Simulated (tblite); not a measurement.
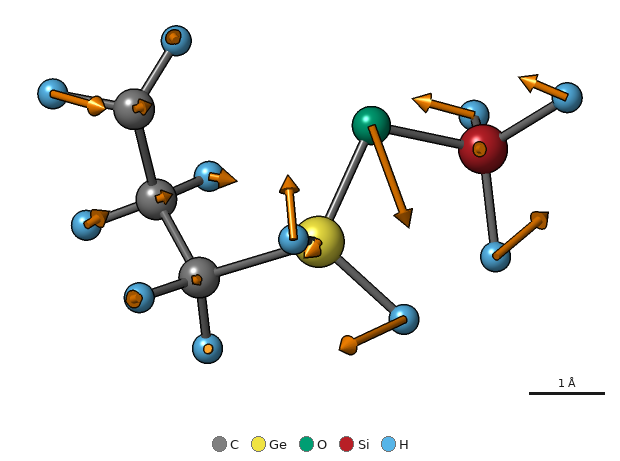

This is a relaxation of C$_{3}$H$_{11}$GeOSi (multiplicity 2). The starting structure is drawn; orange arrows show the displacements, at their true length. The two geometries are superimposed by the best rigid fit.

Style: ball-and-stick. Shown at a tilt.

Computed with GFN2-xTB geometry optimisation, gas phase (tblite 0.8.0). 

> What did the optimiser do to the structure, and how much energy did it gain?

The largest move after the best rigid fit is that of an H atom, 1.51 Å. By element the largest moves are H 1.51 Å, O 1.49 Å, Ge 0.40 Å, C 0.29 Å, Si 0.25 Å. Near-neighbour distances that change, for instance: O–Si 1.733 → 1.618 Å, C–Ge 1.908 → 1.986 Å, Ge–H 1.577 → 1.511 Å, C–H 1.125 → 1.075 Å. Among the angles between lasting bonds that change: Ge–O–Si 108.2° → 150.5°, C–C–H 104.4° → 119.3°, H–C–H 107.4° → 118.3°. Groups turn about Ge–O by about 170°, O–Si by about 165°, C–Ge by about 50°. The energy falls by 145.7 kJ/mol in 145 geometry steps. Cost: 1.1 s on 1 thread of Arm Neoverse V1, on a shared host.
